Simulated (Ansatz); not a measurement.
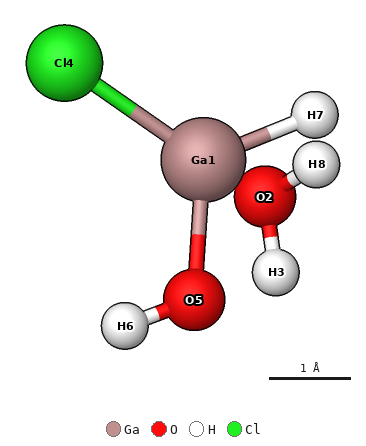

Figure 1. The structure as given in the input (ball-and-stick view, seen at a tilt; atoms are numbered from 1 in the order of the input). Sticks mark near contacts.

# Geometry relaxation of GaH₄ClO₂

GaH₄ClO₂, computed with RKS PBE0-D4/def2-SVP (Ansatz 0.2.0).

It belongs to a series of runs on one base structure; here: end point B relaxed. Figures and captions count atoms from 1; the log counts them from 0 in places.

## Output
```
The last accepted step is kept in [file] (removed where the run ends without a failure and the disk answers)
Engine: ansatz 0.2.0, x86_64-unknown-linux-gnu
Functional definition: PBE0
  parameter a = 0.25
  parameter kappa = 0.804
  parameter beta = 0.06672455060314922
  exchange = (1 - a)*pbe_x(kappa = kappa, mu = beta*pi^2/3) + a*exact_x
  correlation = pbe_c(beta = beta)
1003 factors; integrals over basis functions are off by at most 3.3e-4 eV
mean field evaluation 1: about -69024.8707 eV, gradient 6.8e1 eV
mean field evaluation 2: about -69000.5460 eV, gradient 1.3e2 eV
mean field evaluation 4: about -69032.7675 eV, gradient 7.7e0 eV
mean field evaluation 8: about -69032.8708 eV, gradient 9.9e-2 eV
mean field evaluation 16: about -69032.8708 eV, gradient 1.1e-5 eV
mean field -69032.87078780 eV, -2536.9112092913 hartree, gradient 1.1e-5 eV, S^2 0.000000; 0 other end points of the search recorded, 0 dependent functions left out
the calculation of the forces begins
reference -69032.87081565 eV, -2536.9112103148 hartree; 34, 34 occupied and 64, 64 virtual orbitals, 1003 factors
relax step   1: F+E_penalty+E_count = -69032.99217650 eV  Δ(F+E_penalty+E_count) = +0.000e0 eV  max|allowed force component| = 8.074e-1 eV/Å  Δτ_max = 0.0000 Å  (25 SCF iters, accepted)
these checks for a lower state are left out or cut short: starts, cluster_reference, orbital_swaps, neighbouring_geometries, increment
1003 factors; integrals over basis functions are off by at most 2.9e-4 eV
mean field -69032.94447857 eV, -2536.9139173772 hartree, gradient 7.0e-5 eV, S^2 0.000000; 0 other end points of the search recorded, 0 dependent functions left out
[... from here on the field's lines of each further geometry are left out, up to the last ...]
relax step   2: F+E_penalty+E_count = -69033.06878536 eV  Δ(F+E_penalty+E_count) = -7.661e-2 eV  max|allowed force component| = 2.397e0 eV/Å  Δτ_max = 0.1950 Å  (29 SCF iters, accepted)
relax step   3: F+E_penalty+E_count = -69033.21091424 eV  Δ(F+E_penalty+E_count) = -1.421e-1 eV  max|allowed force component| = 2.643e0 eV/Å  Δτ_max = 0.1950 Å  (28 SCF iters, accepted)
relax step   4: F+E_penalty+E_count = -69033.44812317 eV  Δ(F+E_penalty+E_count) = -2.372e-1 eV  max|allowed force component| = 1.542e0 eV/Å  Δτ_max = 0.1933 Å  (26 SCF iters, accepted)
relax step   5: F+E_penalty+E_count = -69033.56431531 eV  Δ(F+E_penalty+E_count) = -1.162e-1 eV  max|allowed force component| = 1.073e0 eV/Å  Δτ_max = 0.1996 Å  (26 SCF iters, accepted)
relax step   6: F+E_penalty+E_count = -69033.63752956 eV  Δ(F+E_penalty+E_count) = -7.321e-2 eV  max|allowed force component| = 6.616e-1 eV/Å  Δτ_max = 0.1948 Å  (28 SCF iters, accepted)
relax step   7: F+E_penalty+E_count = -69033.66636074 eV  Δ(F+E_penalty+E_count) = -2.883e-2 eV  max|allowed force component| = 4.546e-1 eV/Å  Δτ_max = 0.1539 Å  (26 SCF iters, accepted)
relax step   8: F+E_penalty+E_count = -69033.68133060 eV  Δ(F+E_penalty+E_count) = -1.497e-2 eV  max|allowed force component| = 3.062e-1 eV/Å  Δτ_max = 0.0815 Å  (23 SCF iters, accepted)
relax step   9: F+E_penalty+E_count = -69033.68813021 eV  Δ(F+E_penalty+E_count) = -6.800e-3 eV  max|allowed force component| = 7.508e-2 eV/Å  Δτ_max = 0.0687 Å  (23 SCF iters, accepted)
relax step  10: F+E_penalty+E_count = -69033.68925161 eV  Δ(F+E_penalty+E_count) = -1.121e-3 eV  max|allowed force component| = 4.106e-2 eV/Å  Δτ_max = 0.0133 Å  (25 SCF iters, accepted)
relax step  11: F+E_penalty+E_count = -69033.68950046 eV  Δ(F+E_penalty+E_count) = -2.488e-4 eV  max|allowed force component| = 3.256e-2 eV/Å  Δτ_max = 0.0094 Å  (26 SCF iters, accepted)
the calculation of the forces begins
reference -69033.55315228 eV, -2536.9362857235 hartree; 34, 34 occupied and 64, 64 virtual orbitals, 1003 factors
relax step  12: F+E_penalty+E_count = -69033.68960785 eV  Δ(F+E_penalty+E_count) = -1.074e-4 eV  max|allowed force component| = 1.000e-2 eV/Å  Δτ_max = 0.0050 Å  (22 SCF iters, accepted)
1003 factors; integrals over basis functions are off by at most 3.7e-4 eV
mean field evaluation 96: about -69033.5531 eV, gradient 8.6e-4 eV
```

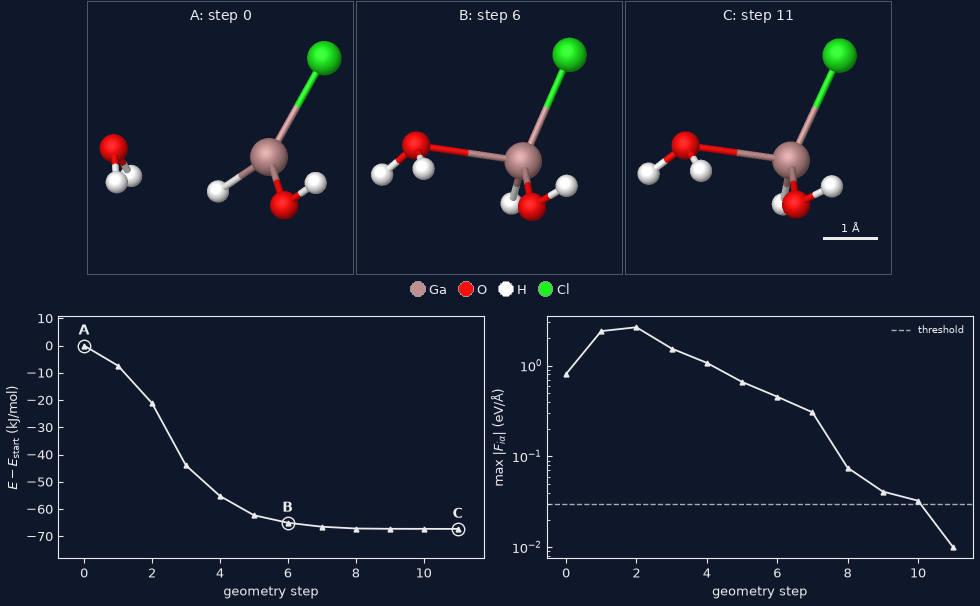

Figure 2. Frames of the relaxation (ball-and-stick view, seen at an oblique angle) above the curves, on which the letters mark them (the first geometry is step 0 here and step 1 in the log).

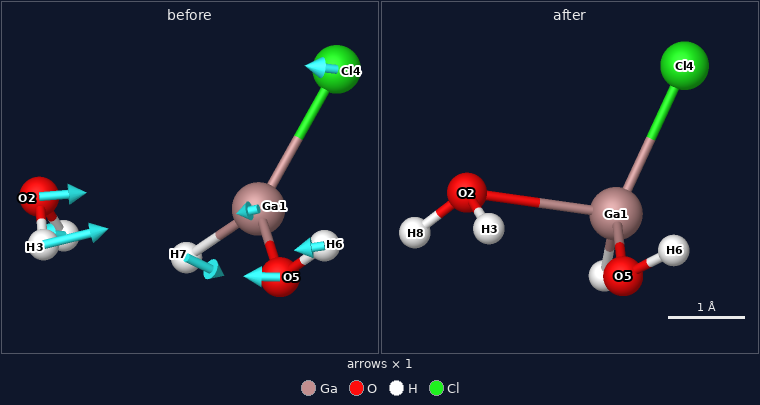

Figure 3. Before (left) and after (right) the relaxation, at one scale (ball-and-stick view, seen at an oblique angle). The teal arrows give the displacements, at true length. After 11 geometry steps the energy has fallen by 67.3 kJ/mol. Largest force component: 0.81 eV/Å at the start, 0.01 eV/Å at the end. The largest move after the best rigid fit is that of H3, 0.90 Å. Largest moves by element: H 0.90 Å, O 0.64 Å, Cl 0.46 Å, Ga 0.33 Å. Among the contacts that change: Ga1–O2 2.975 → 2.112 Å, Ga1–O5 1.774 → 1.828 Å, Ga1–Cl4 2.143 → 2.166 Å, O2–H3 0.965 → 0.986 Å. New bonds form: Ga1–O2 (2.97 → 2.11 Å). Among the angles that change: Cl4–Ga1–O5 118.5° → 112.7°, H3–O2–H8 102.7° → 107.3°, O5–Ga1–H7 117.2° → 120.9°. (Atoms are counted from 1 in the order of the input.)

```
mean field -69033.55312396 eV, -2536.9362846827 hartree, gradient 9.7e-6 eV, S^2 0.000000; 1 other end points of the search recorded, 0 dependent functions left out
the calculation of the forces begins
reference -69033.55315228 eV, -2536.9362857235 hartree; 34, 34 occupied and 64, 64 virtual orbitals, 1003 factors
Total energy: -69033.68963617 eV, -2536.9413014139 hartree
Atom 0 at     0.143725     0.675632    -0.135490 Å, force    -0.004220    -0.003320     0.001962 eV/Å
Atom 1 at     0.066039     0.087450     1.891509 Å, force     0.001531     0.001169     0.003680 eV/Å
Atom 2 at    -0.819669    -0.286598     1.674243 Å, force    -0.000583    -0.004725    -0.001163 eV/Å
Atom 3 at     1.650699    -0.578208    -1.056416 Å, force     0.001245     0.001681     0.000380 eV/Å
Atom 4 at    -1.501771    -0.118463    -0.087436 Å, force     0.010004     0.001309    -0.006676 eV/Å
Atom 5 at    -1.629053    -0.842685    -0.708280 Å, force    -0.008346     0.000750     0.003374 eV/Å
Atom 6 at     0.285713     2.222257    -0.086126 Å, force     0.000252     0.001079    -0.000701 eV/Å
Atom 7 at    -0.067983     0.779512     2.551395 Å, force     0.000118     0.002056    -0.000857 eV/Å
Dipole moment:    -0.380095     0.146630     0.591245 e Å
```

## Trajectory as extended XYZ (Å, eV, eV/Å), 12 frames, from step=1 to step=12
```
8
Properties=species:S:1:pos:R:3:forces:R:3 step=1 energy=-69032.99218
Ga    0.1050    0.5212   -0.4216    0.0056   0.0652   0.5369
O     0.0382    0.1293    2.5265    0.0419   0.7630  -0.7460
H    -0.9086   -0.0593    2.5328   -0.0176  -0.0160   0.0184
Cl    1.6934   -0.4393   -1.4925    0.0034  -0.0086  -0.0188
O    -1.5368   -0.1309   -0.5792   -0.0366  -0.0287  -0.0213
H    -1.6229   -0.9239   -1.1194    0.0212   0.0127   0.0039
H     0.2833    1.8054    0.4521    0.0377   0.0197  -0.3542
H     0.0761    1.0363    2.1446   -0.0555  -0.8074   0.5811
8
Properties=species:S:1:pos:R:3:forces:R:3 step=2 energy=-69033.06878
Ga    0.1071    0.4964   -0.3494   -0.0896   0.1582   0.5450
O     0.0515    0.0630    2.3436   -1.1609   2.3973  -0.3697
H    -0.9086   -0.0533    2.5407    0.9003  -0.2642  -0.2308
Cl    1.6833   -0.4473   -1.4589    0.0630  -0.0902   0.0187
O    -1.5402   -0.1284   -0.5733   -0.0791  -0.0767   0.0080
H    -1.6153   -0.9276   -1.1061    0.0357   0.0368   0.0158
H     0.2902    1.8570    0.3906    0.0395   0.0540  -0.2568
H     0.0597    1.0791    2.2561    0.2912  -2.2153   0.2698
8
Properties=species:S:1:pos:R:3:forces:R:3 step=3 energy=-69033.21091
Ga    0.0973    0.4832   -0.2490   -0.2256   0.2980   0.4710
O     0.0320    0.0646    2.1496   -0.9676   2.6426   0.6672
H    -0.8824   -0.0907    2.4909    0.8282  -0.3201  -0.5650
Cl    1.6666   -0.4639   -1.3782    0.1098  -0.1605   0.0793
O    -1.5506   -0.1284   -0.5472   -0.0758  -0.1001   0.0645
H    -1.6075   -0.9245   -1.0867    0.0531   0.0650   0.0212
H     0.2905    1.9234    0.3283    0.0312   0.0356  -0.2172
H     0.0818    1.0753    2.3357    0.2467  -2.4603  -0.5209
8
Properties=species:S:1:pos:R:3:forces:R:3 step=4 energy=-69033.44812
Ga    0.0764    0.5143   -0.1627   -0.0770   0.3988   0.1796
O     0.0331    0.0815    2.0059   -0.3431   1.5418   0.8005
H    -0.8659   -0.1508    2.3079    0.2966  -0.2566  -0.3965
Cl    1.6524   -0.4925   -1.2417    0.1196  -0.1693   0.0852
O    -1.5622   -0.1274   -0.4649   -0.1834  -0.1351   0.0778
H    -1.6022   -0.9138   -1.0201    0.0521   0.0853   0.0274
H     0.2810    2.0125    0.2561   -0.0134  -0.0077  -0.1790
H     0.1151    1.0151    2.3628    0.1486  -1.4573  -0.5949
8
Properties=species:S:1:pos:R:3:forces:R:3 step=5 energy=-69033.56431
Ga    0.0920    0.5961   -0.1616   -0.3218  -0.2666   0.0925
O     0.0309    0.0410    1.9684   -0.2811   1.0727   0.3749
H    -0.9024   -0.2062    2.1326    0.4150  -0.0533  -0.3653
Cl    1.6760   -0.5168   -1.1533   -0.0800   0.0134   0.1243
O    -1.5567   -0.1440   -0.3096    0.2239   0.0487  -0.0730
H    -1.6069   -0.8794   -0.9333    0.0368   0.1369   0.1186
H     0.2797    2.1273    0.0929   -0.0259  -0.0627  -0.0009
H     0.1152    0.9209    2.4073    0.0332  -0.8892  -0.2711
8
Properties=species:S:1:pos:R:3:forces:R:3 step=6 energy=-69033.63753
Ga    0.0766    0.6086   -0.1364    0.3239   0.1728  -0.0662
O     0.0732    0.0831    1.9155   -0.6616   0.0316   0.1929
H    -0.8535   -0.2554    1.9505    0.6256   0.1831  -0.0893
Cl    1.6613   -0.5553   -1.0705   -0.0986   0.0213   0.0627
O    -1.5609   -0.1249   -0.2553   -0.1216  -0.1550  -0.0074
H    -1.6096   -0.8565   -0.8810   -0.0415   0.0415   0.0730
H     0.2565    2.1461    0.0669   -0.0163  -0.0057  -0.0723
H     0.0842    0.8932    2.4537   -0.0098  -0.2896  -0.0934
8
Properties=species:S:1:pos:R:3:forces:R:3 step=7 energy=-69033.66636
Ga    0.1054    0.6529   -0.1508    0.1014   0.0810   0.0669
O     0.0768    0.0921    1.8952   -0.4330   0.1078   0.2571
H    -0.8070   -0.3444    1.8339    0.4546   0.3258  -0.0562
Cl    1.6603   -0.5756   -1.0449   -0.0901   0.0247   0.0251
O    -1.5461   -0.0957   -0.1756    0.0280  -0.1108  -0.0320
H    -1.6237   -0.8398   -0.7822   -0.0454   0.0253   0.0158
H     0.2854    2.1989   -0.0322   -0.0198  -0.0603  -0.0332
H    -0.0234    0.8504    2.5000    0.0043  -0.3934  -0.2435
8
Properties=species:S:1:pos:R:3:forces:R:3 step=8 energy=-69033.68133
Ga    0.1157    0.6728   -0.1387    0.0118  -0.0051  -0.0144
O     0.0805    0.0889    1.8971   -0.3062   0.1379   0.1313
H    -0.8095   -0.3132    1.7587    0.2486   0.1444   0.0040
Cl    1.6399   -0.5889   -1.0311   -0.0196   0.0309   0.0027
O    -1.5298   -0.1109   -0.1434    0.0842   0.0021   0.0404
H    -1.6158   -0.8389   -0.7682   -0.0174   0.0168   0.0337
H     0.2750    2.2225   -0.0751   -0.0112  -0.0680   0.0075
H    -0.0282    0.8065    2.5441    0.0097  -0.2590  -0.2052
8
Properties=species:S:1:pos:R:3:forces:R:3 step=9 energy=-69033.68813
Ga    0.1336    0.6808   -0.1434    0.0511   0.0146   0.0569
O     0.0692    0.0913    1.8844    0.0561   0.0096   0.0634
H    -0.8111   -0.3007    1.6911   -0.0433  -0.0082  -0.0500
Cl    1.6447   -0.5865   -1.0426   -0.0121   0.0188  -0.0121
O    -1.5084   -0.1121   -0.0930   -0.0265  -0.0608  -0.0751
H    -1.6185   -0.8389   -0.7151   -0.0367   0.0175   0.0244
H     0.2844    2.2271   -0.0872   -0.0022  -0.0104  -0.0165
H    -0.0662    0.7779    2.5492    0.0135   0.0190   0.0090
8
Properties=species:S:1:pos:R:3:forces:R:3 step=10 energy=-69033.68925
Ga    0.1392    0.6764   -0.1355    0.0019   0.0054  -0.0097
O     0.0687    0.0900    1.8929    0.0084  -0.0264  -0.0205
H    -0.8138   -0.2919    1.6815   -0.0256  -0.0139  -0.0072
Cl    1.6481   -0.5790   -1.0529   -0.0052  -0.0011   0.0036
O    -1.5074   -0.1151   -0.0916    0.0411  -0.0030   0.0006
H    -1.6243   -0.8402   -0.7135   -0.0213  -0.0053   0.0059
H     0.2865    2.2222   -0.0943   -0.0032   0.0089   0.0092
H    -0.0693    0.7765    2.5568    0.0040   0.0355   0.0180
8
Properties=species:S:1:pos:R:3:forces:R:3 step=11 energy=-69033.68950
Ga    0.1419    0.6768   -0.1357   -0.0019  -0.0055   0.0012
O     0.0669    0.0881    1.8915   -0.0326   0.0040   0.0118
H    -0.8192   -0.2871    1.6755    0.0222   0.0016   0.0016
Cl    1.6490   -0.5788   -1.0546   -0.0002   0.0013   0.0003
O    -1.5036   -0.1177   -0.0881    0.0219   0.0017  -0.0078
H    -1.6257   -0.8421   -0.7099   -0.0152  -0.0016   0.0067
H     0.2858    2.2230   -0.0907   -0.0013   0.0061   0.0035
H    -0.0673    0.7767    2.5554    0.0071  -0.0076  -0.0172
8
Properties=species:S:1:pos:R:3:forces:R:3 step=12 energy=-69033.68961
Ga    0.1437    0.6756   -0.1355   -0.0042  -0.0033   0.0020
O     0.0660    0.0874    1.8915    0.0015   0.0012   0.0037
H    -0.8197   -0.2866    1.6742   -0.0006  -0.0047  -0.0012
Cl    1.6507   -0.5782   -1.0564    0.0012   0.0017   0.0004
O    -1.5018   -0.1185   -0.0874    0.0100   0.0013  -0.0067
H    -1.6291   -0.8427   -0.7083   -0.0083   0.0008   0.0034
H     0.2857    2.2223   -0.0861    0.0003   0.0011  -0.0007
H    -0.0680    0.7795    2.5514    0.0001   0.0021  -0.0009
```

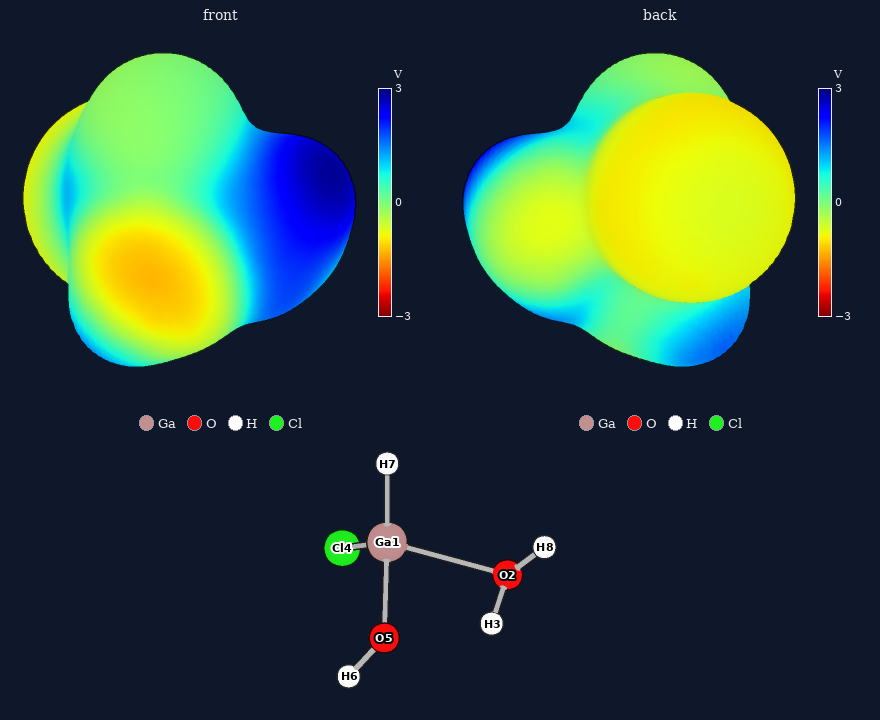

Figure 4. The electrostatic potential painted on the density surface at 0.001 e/bohr³, seen at a tilt and from behind; red is negative and blue positive. The bare structure is drawn below in the same view. A positive charge is drawn to the negative regions and a negative charge to the positive ones.

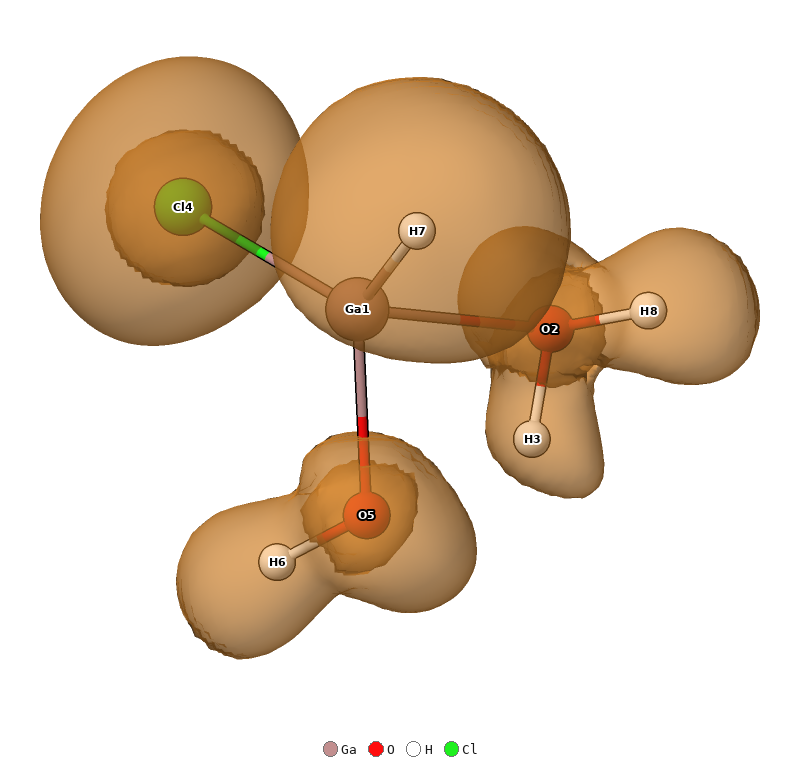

Figure 5. Isosurface of the ELF at 0.75 (orange), seen at a tilt. Only the valence region is drawn (cores and ρ < 0.01 e/Å³ removed). Profiles from the grid: Ga–O (1.83 Å): the ELF peaks at about 0.85 in the valence shell of O, 0.6 Å from its nucleus, and is about 0.25 at the midpoint. Ga–Cl (2.17 Å): the ELF peaks at about 0.85 in the valence shell of Cl, 0.8 Å from its nucleus, and is about 0.55 at the midpoint.

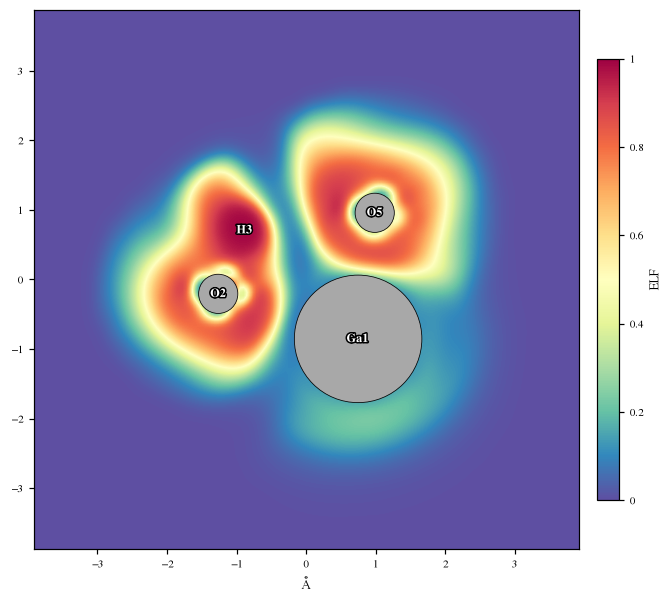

Figure 6. Electron localisation function on the plane of atoms Ga1, O2 and H3. Grey discs, where drawn, cover atomic cores. Ga–O (1.83 Å): the ELF peaks at about 0.85 in the valence shell of O, 0.6 Å from its nucleus, and is about 0.25 at the midpoint. O–H (0.99 Å): the ELF climbs to about 1 towards the hydrogen, as it does in any bond to H; a covalent bond by its length. Ga–O (2.11 Å): the ELF peaks at about 0.90 in the valence shell of O, 0.6 Å from its nucleus, and is about 0.20 at the midpoint.

This output came from the following input.

## Input file
```yaml
crystal:
  periodic: [false, false, false]
  atoms:
    - { symbol: Ga, position_ang: [0.10499, 0.521193, -0.421634] }
    - { symbol: O, position_ang: [0.038228, 0.129311, 2.526544] }
    - { symbol: H, position_ang: [-0.90857, -0.059322, 2.532843] }
    - { symbol: Cl, position_ang: [1.693417, -0.439271, -1.492515] }
    - { symbol: O, position_ang: [-1.536834, -0.130929, -0.57921] }
    - { symbol: H, position_ang: [-1.622941, -0.923869, -1.119378] }
    - { symbol: H, position_ang: [0.283266, 1.805438, 0.45213] }
    - { symbol: H, position_ang: [0.076144, 1.036348, 2.14462] }
basis:
  gaussian: { orbitals: def2-SVP }
hamiltonian:
  xc: pbe0
  dispersion: d4
relax:
  f_tol: 0.03
  max_steps: 50
output:
  orbitals: {}
```

Command:
```bash
ansatz run input.yaml --threads 2 --pin off --max-ram 3072MiB --backend cpu --events-out ev --progress --plain --runs-dir out
```

## Results in brief

- outcome: converged
- total energy: −69033.6896 eV
- mean-field energy: −69033.5532 eV
- largest force (length of the vector) at the end: 0.012 eV/Å
- hardware: 2 threads of Intel Xeon (Granite Rapids), 32 GiB of memory available, shared host
- wall time: 22 s (CPU time 41 s)
- peak memory: 0.23 GiB
